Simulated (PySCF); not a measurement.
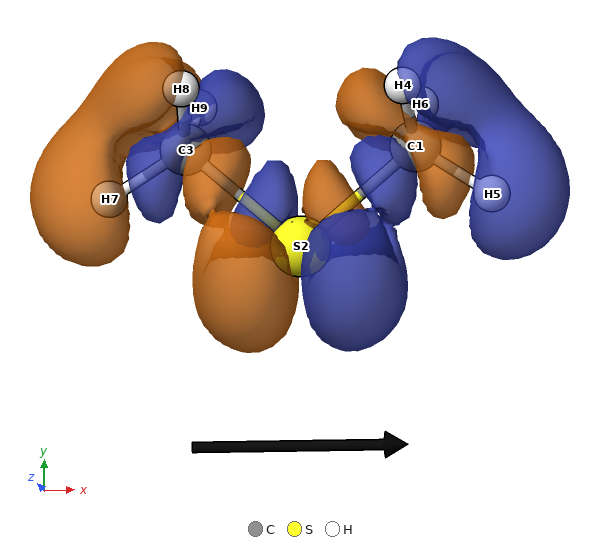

*C2H6S, SMILES `CSC`. Change of the electron density in a uniform field of 0.21 V/Å along +x (arrow), surfaces at ±0.0015 e/Å³ (orange: gain, blue: loss).*

Computed with PySCF, PBE0/def2-TZVP, geometry: GFN2-xTB. No frequency check shows the geometry to be a minimum. A basis without diffuse functions makes polarisabilities too small. GFN2-xTB bond lengths at metals and heavier atoms can be off by up to 0.1 Å and shapes distorted, which carries into these values.

Cartesian coordinates (Å):

```
C1       1.3767    0.5180    0.0005
S2      -0.0001   -0.6641    0.0000
C3      -1.3766    0.5180   -0.0005
H4       1.3268    1.1341    0.8942
H5       2.2924   -0.0633   -0.0022
H6       1.3275    1.1339   -0.8932
H7      -2.2923   -0.0632    0.0022
H8      -1.3272    1.1342    0.8932
H9      -1.3267    1.1341   -0.8942
```

**What dipole is induced, and what polarisability does it imply?**

The induced dipole is 0.54 D (along the field); α along this axis, from the fields in both directions, is 53 bohr³ (7.9 Å³).

**Which atoms gain and lose the most charge?**

Electrons gather most on H7 (Hirshfeld charge changes by −0.009 e) and leave H5 most (+0.009 e); 0.049 electrons are displaced in all.
